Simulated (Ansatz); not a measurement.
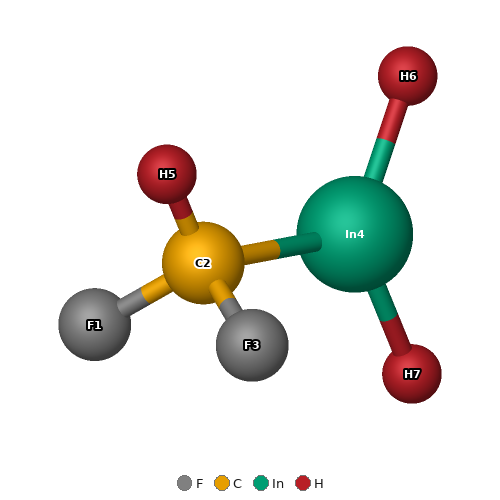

The system is CH3F2In, SMILES F[CH](F)[InH2]; the picture shows the reference structure. 
- The first coordinate is: angle H5–C2–In4; the second: angle H6–In4–C2.
- Nothing is relaxed (all other coordinates rigid).
- The grid has 7 × 7 points.
- Points are written as (first, second).
- All energies are given in kJ/mol relative to the relaxed molecule at the same level.
- Computed with RKS PBE0-D4/def2-TZVP (Ansatz 0.2.0).

Its coordinates:

```xyz
7

F     0.0921   -1.7796    0.6911
C     0.5714   -0.4965    0.6204
F     1.8250   -0.5673    0.0692
In   -0.7456    0.7115   -0.6884
H     0.7011   -0.1528    1.6523
H    -1.5050    2.1143   -0.0370
H    -0.9389    0.1704   -2.3076
```

Range: angle H5–C2–In4 from 72 to 162°; angle H6–In4–C2 from 93.9 to 143.9°.

### Predict the map.

The lowest grid point is at (117°, 118.9°), 0 kJ/mol from the relaxed molecule at the same level. It is the only kind of minimum in the scanned range. The highest grid point, (162°, 93.9°), lies 227 kJ/mol above the lowest. Round the minimum the two coordinates are nearly uncoupled.

```tsv
angle H6–In4–C2 ↓, angle H5–C2–In4 →	72	87	102	117	132	147	162
143.9	190	101	44	24	45	112	227
135.5	176	88	31	10	31	98	212
127.2	167	79	23	3	23	90	204
118.9	163	76	20	0	21	87	201
110.5	162	77	22	3	24	90	204
102.2	167	82	29	11	32	98	212
93.9	176	94	42	25	47	113	227
```

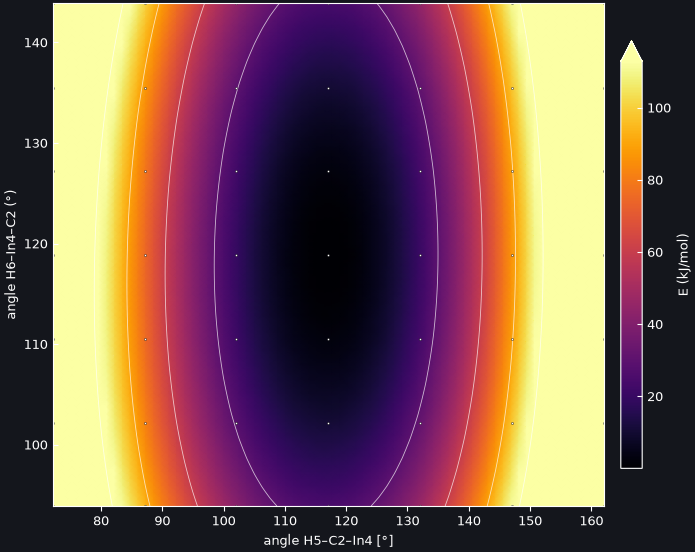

Drawn: a smooth colour map with a few white contour lines, dots at the grid points, one colour for all values above the top of the scale. Between grid points the surface is interpolated.

Each point was launched as `ansatz run input.yaml --threads 1 --pin off --max-ram 2560MiB --backend cpu --events-out ev --progress --plain --runs-dir out`. Time for the 49 points that were run: 10 min on 1 thread of Arm Neoverse V1, on a shared host.
